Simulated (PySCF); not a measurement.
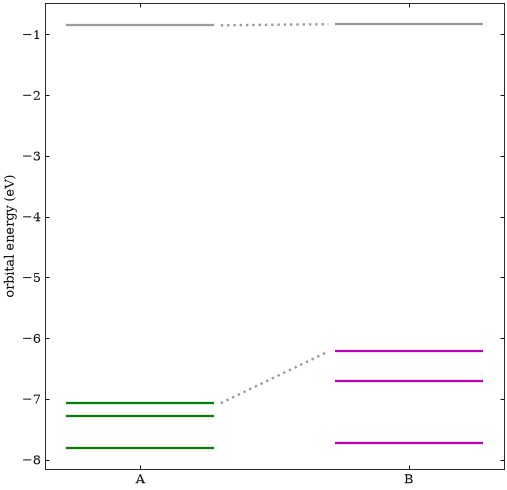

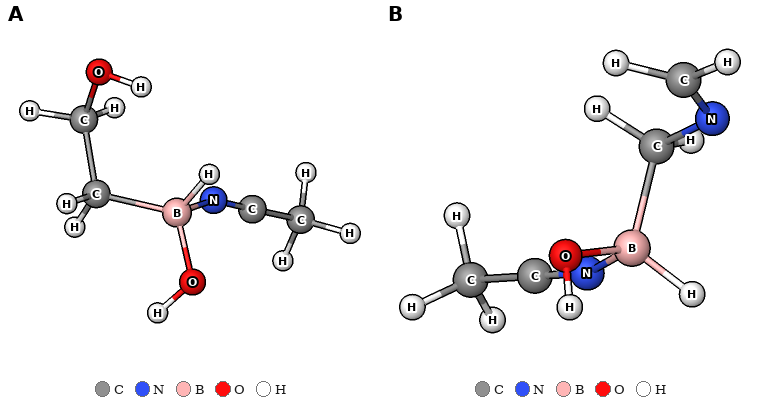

Related molecules: A is C₄H₁₀BNO₂, SMILES CC#[N+][B@H-](O)CCO; B is C₄H₉BN₂O, SMILES C=NC[B@@H-](O)[N+]#CC. Frontier orbital energies, PBE0/def2-SVPD in PySCF, at a GFN2-xTB geometry (no frequency check); drawn are at most three filled levels and, in grey, the LUMO with any level within 0.03 eV of it; dotted lines join the HOMOs and the LUMOs.

### What does the change do to the frontier levels?

From A to B the HOMO rises by 0.85 eV and the LUMO hardly moves, so the separation goes from 6.22 to 5.39 eV.

Limits of at least one run: one conformer of a flexible molecule; the tight-binding geometry is rougher than a DFT one and adds to the error.
